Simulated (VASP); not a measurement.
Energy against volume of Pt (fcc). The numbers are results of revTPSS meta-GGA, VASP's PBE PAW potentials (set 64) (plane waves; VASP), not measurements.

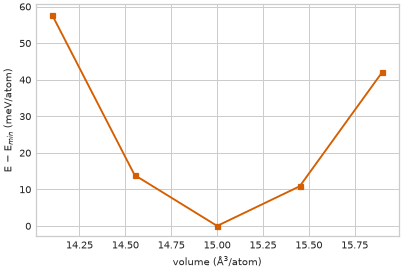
Figure. Energy against volume

Q: Estimate the equilibrium volume and the bulk modulus.

A: The minimum lies near 15.0 Å³/atom, and the curvature gives B0 of about 290 GPa.

Measured: bulk modulus 289 GPa at 0 K (computed value off by +0.8 %), as given by H. Levämäki et al., Physical Review B (2014), arXiv:1402.3671 [corrected for temperature and zero-point phonon effects]; a 3.913 Å at 0 K (computed value off by +0.1 %), as given by Daniel Mejia-Rodriguez et al., Physical Review B (2018), arXiv:1807.09216 [static lattice: zero-point anharmonic expansion removed].

The compound is Pt in the fcc structure. It was relaxed first.
